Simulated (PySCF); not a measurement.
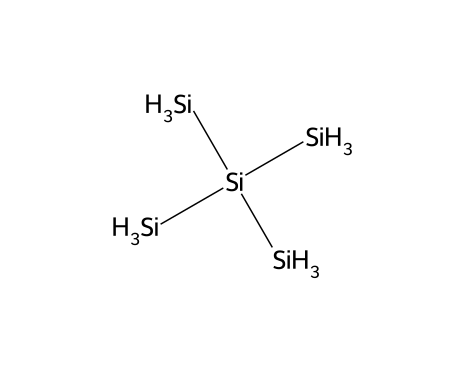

2D structure.

Give its SMILES.

[SiH3][Si]([SiH3])([SiH3])[SiH3]

Give the formula, hydrogens included.

Si5H12.

More results for the same structure follow; atom numbers are the same in all pictures, views and colours differ. The geometry was computed by an optimisation with PBE0-D3(BJ)/def2-TZVP. No frequency run is at hand to confirm it as a minimum.

### Electronic properties

No frequency run is at hand to confirm it as a minimum. Properties computed with WP04/pcSseg-2 in chloroform (IEF-PCM) (PySCF 2.14.0).

Give the HOMO energy (Kohn–Sham orbital) at this level.

−9.01 eV.

Give the dipole moment at this level.

0.07 D.

Give the LUMO energy (Kohn–Sham orbital) at this level.

−1.88 eV.

### NMR shielding

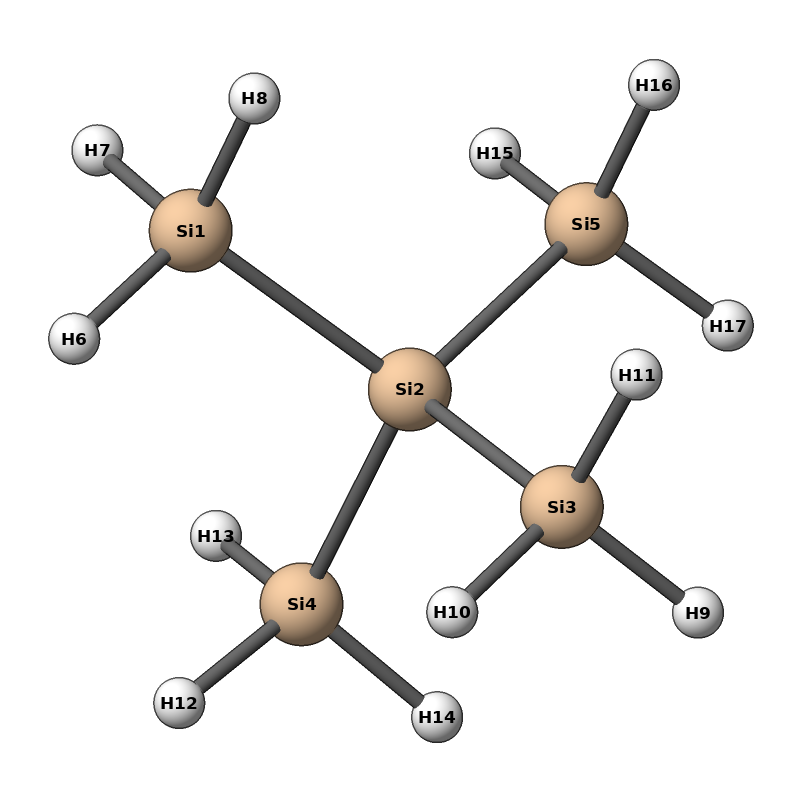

The questions are on isotropic NMR shieldings of the Si atoms. No frequency run is at hand to confirm it as a minimum. Method: GIAO ωB97X-D/pcSseg-2 NMR shielding, non-relativistic, gas phase (PySCF 2.14.0).

Which Si atom is the most shielded (lowest chemical shift)?

Si2 (509.7 ppm).

Which Si atom is the least shielded (highest chemical shift)?

Si1, Si3, Si4, Si5 (442.8 to 443.2 ppm).

How wide is the range of Si shifts?

66.9 ppm.

Give the isotropic NMR shieldings of the Si atoms atom by atom.

```csv
atom,σ (ppm)
Si1,443.2
Si2,509.7
Si3,442.9
Si4,442.8
Si5,443.2
```

### Charges

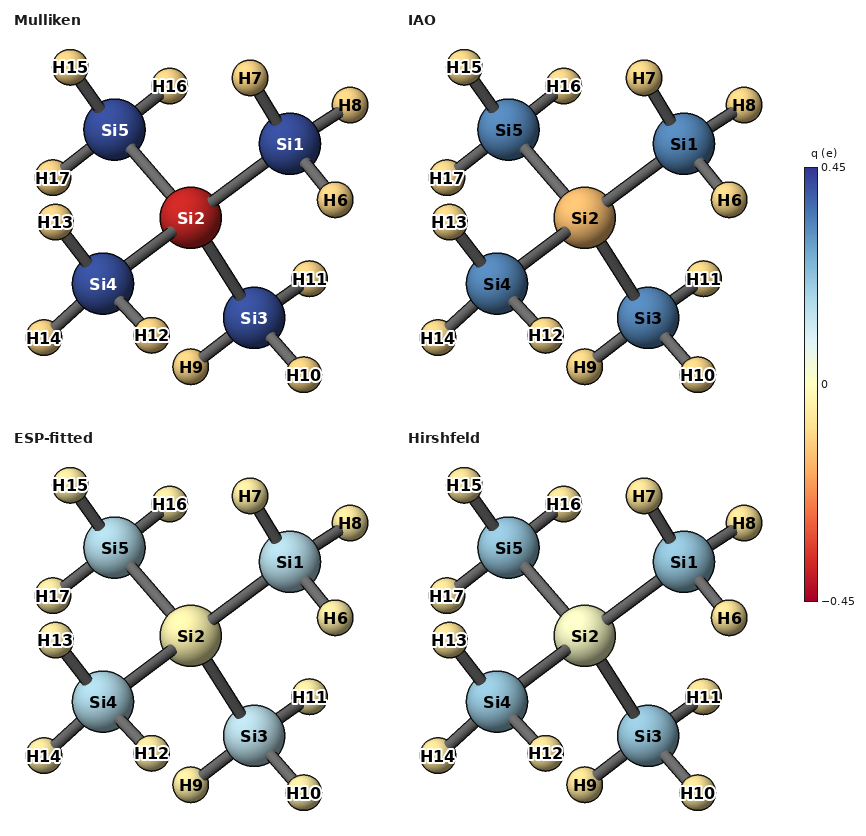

Atomic charges of one calculation by 4 schemes, on one colour scale. No frequency run is at hand to confirm it as a minimum. Level of theory: PBE0/pcSseg-2 (PySCF 2.14.0).

Which scheme gives the most polar picture (largest mean size of the charges)?

The Mulliken charges are the largest in size here, and the ESP-fitted charges the smallest.

On which atom do the schemes disagree most?

On Si2 (from −0.37 to 0.01 e).

List the charges (e), one line for each set of equivalent atoms. Atoms whose distances differ by more than 0.02 Å in this geometry are listed apart.

| atom | Mulliken | IAO | ESP-fitted | Hirshfeld |
| --- | --- | --- | --- | --- |
| Si1 | 0.41 | 0.32 | 0.16 | 0.21 |
| Si2 | −0.37 | −0.14 | −0.03 | 0.01 |
| Si3 | 0.41 | 0.32 | 0.15 | 0.21 |
| Si4 | 0.41 | 0.32 | 0.17 | 0.21 |
| Si5 | 0.41 | 0.32 | 0.16 | 0.21 |
| H6 | −0.10 | −0.10 | −0.05 | −0.07 |
| H7 | −0.11 | −0.10 | −0.05 | −0.07 |
| H8 | −0.10 | −0.10 | −0.05 | −0.07 |
| H9 | −0.10 | −0.10 | −0.05 | −0.07 |
| H10 | −0.11 | −0.10 | −0.05 | −0.07 |
| H11 | −0.10 | −0.10 | −0.05 | −0.07 |
| H12 | −0.10 | −0.10 | −0.05 | −0.07 |
| H13 | −0.10 | −0.10 | −0.05 | −0.07 |
| H14 | −0.10 | −0.10 | −0.05 | −0.07 |
| H15 | −0.10 | −0.10 | −0.05 | −0.07 |
| H16 | −0.11 | −0.10 | −0.05 | −0.07 |
| H17 | −0.11 | −0.10 | −0.05 | −0.07 |

Mulliken values depend strongly on the basis set and can even reverse the polarity of a bond.
